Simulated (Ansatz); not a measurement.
A series of calculations on SnH₅F

**1. Relaxation**

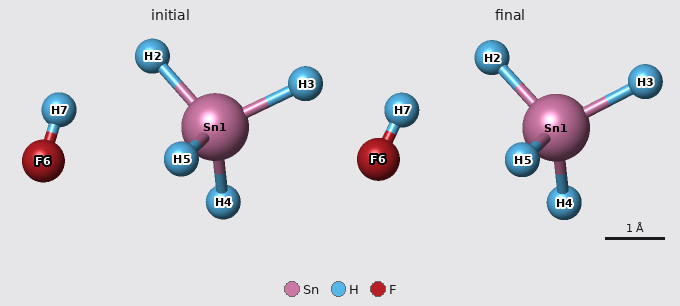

The structure of SnH5F before (left) and after (right) a relaxation, at one scale.

Style: ball-and-stick. Shown at a tilt.

The run prepares an end point of a later path (reaction) calculation, from a guessed geometry.

All numbers below come from Ansatz 0.2.0, RKS BLYP-D4/def2-SVP.

Input file:
```yaml
crystal:
  periodic: [false, false, false]
  atoms:
    - { symbol: Sn, position_ang: [0.190967, 0.0, -0.105317] }
    - { symbol: H, position_ang: [0.107805, 0.0, 1.6354] }
    - { symbol: H, position_ang: [1.869288, 0.0, -0.540396] }
    - { symbol: H, position_ang: [-0.553898, 1.428729, -0.716214] }
    - { symbol: H, position_ang: [-0.553898, -1.428729, -0.716214] }
    - { symbol: F, position_ang: [-2.479625, 2.0e-06, 1.412755] }
    - { symbol: H, position_ang: [-1.721939, -1.0e-06, 1.959285] }
basis:
  gaussian: { orbitals: def2-SVP }
hamiltonian:
  xc: blyp
  dispersion: d4
relax:
  f_tol: 0.03
  max_steps: 50
output:
  orbitals: {}
```

Launched with:
```bash
ansatz run input.yaml --threads 1 --pin off --max-ram 2048MiB --backend cpu --events-out ev --progress --plain --runs-dir out
```

> Summarise the run.

The largest move after the best rigid fit is that of F6, 0.095 Å. By element the largest moves are F 0.095 Å, H 0.049 Å, Sn 0.021 Å. Among the contacts that change: F6–H7 0.934 → 0.943 Å, Sn1–H2 1.743 → 1.749 Å. After 3 accepted moves (5 points after the start) the energy has fallen by 0.68 kJ/mol. The largest force component goes from 0.42 to 0.0053 eV/Å. The line search rejected the trial steps at points 1, 4 of the run.

**2. Relaxation**

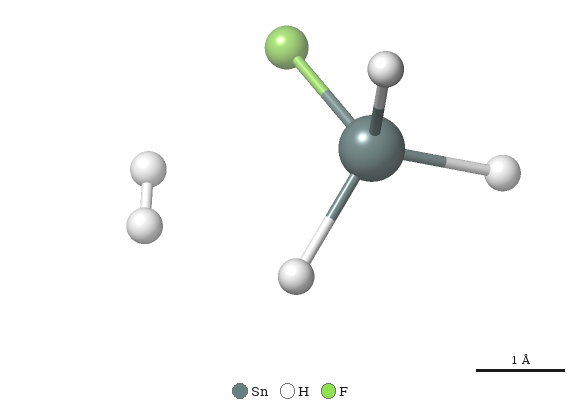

SnH5F, before the relaxation. The picture is a ball-and-stick view, seen at a tilt.

The run prepares an end point of a later path (reaction) calculation, from a guessed geometry.

The calculation used RKS BLYP-D4/def2-SVP (Ansatz 0.2.0).

Input
```yaml
crystal:
  periodic: [false, false, false]
  atoms:
    - { symbol: Sn, position_ang: [-0.473633, 0.0, -0.446076] }
    - { symbol: H, position_ang: [0.161272, 0.0, 2.436417] }
    - { symbol: H, position_ang: [1.053241, 0.0, 0.358581] }
    - { symbol: H, position_ang: [-0.709581, 1.451654, -1.360955] }
    - { symbol: H, position_ang: [-0.709581, -1.451654, -1.360955] }
    - { symbol: F, position_ang: [-1.90533, 0.0, 0.830564] }
    - { symbol: H, position_ang: [-0.557688, 0.0, 2.471723] }
basis:
  gaussian: { orbitals: def2-SVP }
hamiltonian:
  xc: blyp
  dispersion: d4
relax:
  f_tol: 0.03
  max_steps: 50
```

Launched with:
```bash
ansatz run input.yaml --threads 1 --pin off --max-ram 2048MiB --backend cpu --events-out ev --progress --plain --runs-dir out
```

Question: What does the optimiser find from here?

Answer: The atom that moves furthest after the best rigid fit is H2 (1.33 Å). By element the largest moves are H 1.33 Å, F 0.52 Å, Sn 0.42 Å. Some distances before and after: Sn1–F6 1.918 → 1.979 Å, H2–H7 0.720 → 0.769 Å, Sn1–H3 1.726 → 1.731 Å. Among the angles between lasting bonds that change: H3–Sn1–F6 110.5° → 105.4°, H3–Sn1–H4 111.5° → 113.5°. After 16 geometry steps the energy has fallen by 23.7 kJ/mol. The largest force component goes from 1.9 to 0.012 eV/Å. The forces were under the threshold at step 5, but the run went on from there. Cost: 28 s on 1 thread of Arm Neoverse V1 (shared host), peak memory 0.11 GiB.

Step by step:

| step | E − E(0), kJ/mol | largest force component, eV/Å |
| --- | --- | --- |
| 0 | 0.00 | 1.8569 |
| 1 | -15.11 | 0.2415 |
| 2 | -18.92 | 0.5576 |
| 3 | -21.83 | 0.0763 |
| 4 | -22.38 | 0.2096 |
| 5 | -23.25 | 0.0228 |
| 6 | -23.34 | 0.1093 |
| 7 | -23.44 | 0.0663 |
| 8 | -23.54 | 0.0601 |
| 9 | -23.60 | 0.0519 |
| 10 | -23.64 | 0.0546 |
| 11 | -23.65 | 0.1032 |
| 12 | -23.68 | 0.0537 |
| 13 | -23.70 | 0.0120 |
| 14 | -23.71 | 0.0076 |
| 15 | -23.71 | 0.0342 |
| 16 | -23.71 | 0.0122 |

Final geometry:

```xyz
7

Sn   -0.3800    0.0000   -0.8560
H    -0.2992    0.0000    3.6829
H     1.2920    0.0000   -0.4096
H    -0.8803    1.4478   -1.6598
H    -0.8803   -1.4478   -1.6598
F    -1.3812    0.0000    0.8512
H    -0.6123    0.0000    2.9804
```

After the run, drawn alike:

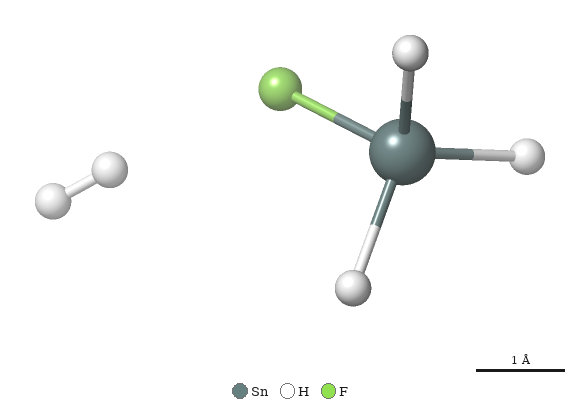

**3. Path**

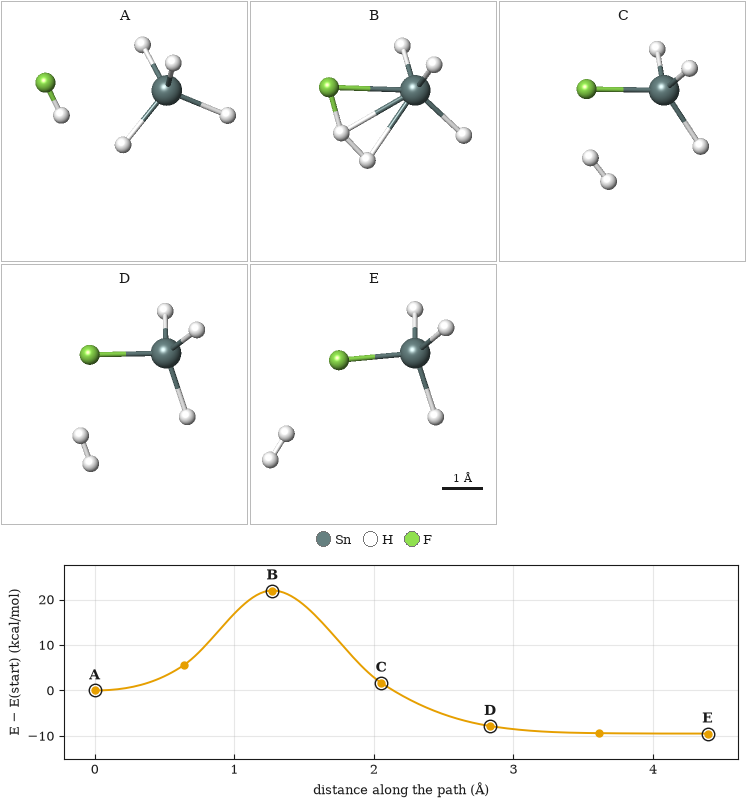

A nudged-elastic-band calculation for SnH5F. Images are numbered from 0 (start) to 6 (end). Frames A to E are images 0, 2, 3, 4, 6. The picture is a ball-and-stick view, seen at a tilt.

Method: RKS BLYP-D4/def2-SVP in Ansatz 0.2.0.

Input file:
```yaml
crystal:
  periodic: [false, false, false]
  atoms:
    - { symbol: Sn, position_ang: [0.198513, 0.0, -0.125467] }
    - { symbol: H, position_ang: [0.086106, 0.0, 1.620235] }
    - { symbol: H, position_ang: [1.888782, -1.0e-06, -0.508458] }
    - { symbol: H, position_ang: [-0.548324, 1.42776, -0.736884] }
    - { symbol: H, position_ang: [-0.548326, -1.427758, -0.736886] }
    - { symbol: F, position_ang: [-2.529162, -4.0e-06, 1.494148] }
    - { symbol: H, position_ang: [-1.688889, 5.0e-06, 1.922612] }
basis:
  gaussian: { orbitals: def2-SVP }
hamiltonian:
  xc: blyp
  dispersion: d4
neb:
  order_check: false
  images: 5
  f_tol: 0.05
  max_iterations: 60
  final_atoms:
    - { symbol: Sn, position_ang: [-0.20242872, -4.0e-08, -0.83385984] }
    - { symbol: H, position_ang: [-0.75713833, 1.05e-06, 3.67171964] }
    - { symbol: H, position_ang: [1.3907307, -3.1e-07, -0.158091] }
    - { symbol: H, position_ang: [-0.58551191, 1.44780087, -1.69971717] }
    - { symbol: H, position_ang: [-0.58551266, -1.44780113, -1.69971656] }
    - { symbol: F, position_ang: [-1.4325562, 6.0e-07, 0.71657884] }
    - { symbol: H, position_ang: [-0.96888287, 9.5e-07, 2.93238609] }
  initial_path:
    images:
      - { positions_ang: [[0.198513, 0.0, -0.125467], [0.086106, 0.0, 1.620235], [1.888782, -1.0e-06, -0.508458], [-0.548324, 1.42776, -0.736884], [-0.548326, -1.427758, -0.736886], [-2.529162, -4.0e-06, 1.494148], [-1.688889, 5.0e-06, 1.922612]] }
      - { positions_ang: [[0.13562661, 5.0e-08, -0.08003702], [0.04407152, 1.7e-07, 1.78023277], [1.81385701, -7.2e-07, -0.51539713], [-0.63074694, 1.42510672, -0.68724247], [-0.6307484, -1.42510528, -0.68724364], [-2.37450134, -2.48e-06, 1.21133509], [-1.49885845, 3.54e-06, 1.90765239]] }
      - { positions_ang: [[0.07274022, 1.0e-07, -0.03460704], [0.00203704, 3.4e-07, 1.94023055], [1.73893201, -4.4e-07, -0.52233626], [-0.71316988, 1.42245345, -0.63760093], [-0.71317081, -1.42245255, -0.63760129], [-2.21984068, -9.7e-07, 0.92852219], [-1.3088279, 2.08e-06, 1.89269279]] }
      - { positions_ang: [[0.00985382, 1.5e-07, 0.01082294], [-0.03999744, 5.1e-07, 2.10022832], [1.66400702, -1.7e-07, -0.5292754], [-0.79559281, 1.41980017, -0.5879594], [-0.79559321, -1.41979983, -0.58795893], [-2.06518002, 5.5e-07, 0.64570928], [-1.11879735, 6.2e-07, 1.87773318]] }
      - { positions_ang: [[-0.06090703, 9.0e-08, -0.27073799], [-0.27904441, 6.9e-07, 2.62405876], [1.57291491, -2.1e-07, -0.40554726], [-0.72556585, 1.42913374, -0.95854532], [-0.72556636, -1.4291336, -0.9585448], [-1.85430542, 5.7e-07, 0.66933247], [-1.06882586, 7.3e-07, 2.22928415]] }
      - { positions_ang: [[-0.13166787, 2.0e-08, -0.55229892], [-0.51809137, 8.7e-07, 3.1478892], [1.48182281, -2.6e-07, -0.28181913], [-0.65553888, 1.43846731, -1.32913124], [-0.65553951, -1.43846736, -1.32913068], [-1.64343081, 5.9e-07, 0.69295565], [-1.01885436, 8.4e-07, 2.58083512]] }
      - { positions_ang: [[-0.20242872, -4.0e-08, -0.83385984], [-0.75713833, 1.05e-06, 3.67171964], [1.3907307, -3.1e-07, -0.158091], [-0.58551191, 1.44780087, -1.69971717], [-0.58551266, -1.44780113, -1.69971656], [-1.4325562, 6.0e-07, 0.71657884], [-0.96888287, 9.5e-07, 2.93238609]] }
```

Run as
```bash
ansatz run input.yaml --threads 1 --pin off --max-ram 2048MiB --backend cpu --events-out ev --progress --plain --runs-dir out
```

Question: Describe the mechanism and the energy profile.

Answer: Breaking: F–H (0.94 → 2.26 Å), H–Sn (1.75 → 4.54 Å). Forming: H–H (1.80 → 0.77 Å), F–Sn (3.17 → 1.98 Å). Forward barrier 22.0 kcal/mol, backward barrier 31.5 kcal/mol, with image 2 at the top; the reaction energy is −9.5 kcal/mol. The band converged in 11 iterations. The largest component of the band force went from 3.8 to 0.021 eV/Å. The climbing image converged on the top of the path. Its vibrational analysis gives 2 imaginary modes over 30i cm⁻¹, so it isn't confirmed as a transition state.
